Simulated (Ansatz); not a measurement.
**A small benchmark: atomisation enthalpy at 298 K**

6 molecules with oxygen; the atomisation enthalpy at 298 K in kJ/mol, computed less measured. Shapes, held fixed at every level: PBE0-D4/def2-TZVP. Flexible molecules stand in one conformer, not always the lowest. Thermal terms are harmonic and unscaled (PBE0-D4/def2-TZVP); the spin-orbit lowering of the free atoms is taken from their spectra. Programs: Ansatz 0.2.0. Measured values: Active Thermochemical Tables, CRC Handbook of Chemistry and Physics, NIST-JANAF tables.

Levels: A = r2SCAN-D4/def2-TZVPP; B = r2SCAN0-D4/def2-TZVPP; C = MP2/def2-TZVPP.

```json
{"molecule": "BOF (fluoro(oxo)borane)", "from tabulated heats": "1501", "A": "-11", "B": "-71", "C": "+29"}
{"molecule": "B(OH)F2 (difluorohydroxyborane)", "from tabulated heats": "2280", "A": "+20", "B": "-44", "C": "+59"}
{"molecule": "C2H3ClO (acetyl chloride)", "from tabulated heats": "2700", "A": "+24", "B": "-47", "C": "0"}
{"molecule": "C3H2O3 (SMILES O=c1occo1)", "from tabulated heats": "3753", "A": "+19", "B": "-117", "C": "+21"}
{"molecule": "C3H8O2 (1,2-propanediol)", "from tabulated heats": "4823", "A": "-5", "B": "-84", "C": "-47"}
{"molecule": "C4H9ClO (2-chloroethyl ethyl ether)", "from tabulated heats": "5501", "A": "-23", "B": "-95", "C": "-91"}
```

Task: Sum up the errors.

Result: 
```
                level                 kind  mean error  mean absolute error  worst case
 r2SCAN-D4/def2-TZVPP             meta-GGA        +4.0                 17.0     C2H3ClO
r2SCAN0-D4/def2-TZVPP        global hybrid       -76.3                 76.3      C3H2O3
       MP2/def2-TZVPP  perturbation theory        -4.8                 41.2     C4H9ClO
```

On this set r2SCAN-D4/def2-TZVPP has the smallest mean absolute error and r2SCAN0-D4/def2-TZVPP the largest. r2SCAN0-D4/def2-TZVPP is too low in 6 of 6. The tabulated values of BOF, B(OH)F2, C4H9ClO are in doubt (older tables, estimates, or at odds with other calculations) and kept here. Over the 3 molecules whose values aren't doubted the mean absolute errors are A 16.0; B 82.7; C 22.7. Correlated wave functions converge slowly with the basis. The set is small.

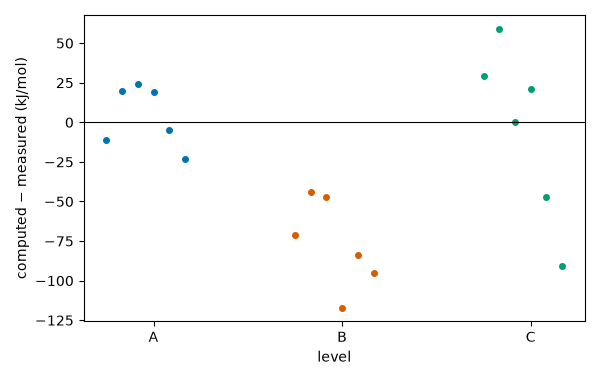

Errors of each level, one point a molecule.
